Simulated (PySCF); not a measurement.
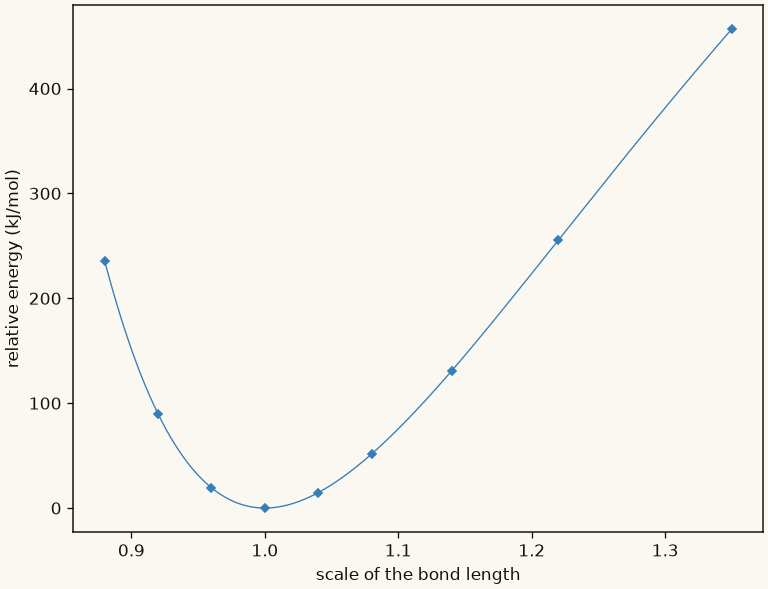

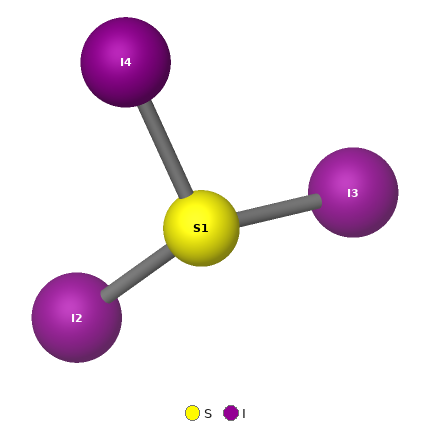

Rigid scan of SI₃⁺, singlet, from a minimum of the shape that electron-pair counting expects: all bonds to atom 1 scaled (atom 1 is the central atom). PBE0/def2-SVP (ECP), PySCF, restricted determinant, no spin-orbit coupling; energies counted from the minimum. Splines pass through the computed points, which are marked.

What does it cost to go to either end of the scan?

Answer. 235.4 kJ/mol at 0.88 and 456.8 kJ/mol at 1.35.

Give the values at the computed points.

Answer. In kJ/mol:
| scale of the bond length | PBE0 |
| --- | --- |
| 0.88 | 235.4 |
| 0.92 | 89.7 |
| 0.96 | 19.3 |
| 1.00 | 0.0 |
| 1.04 | 14.7 |
| 1.08 | 51.5 |
| 1.14 | 130.8 |
| 1.22 | 255.5 |
| 1.35 | 456.8 |

Known limits of this run: double-zeta basis on some or all atoms.
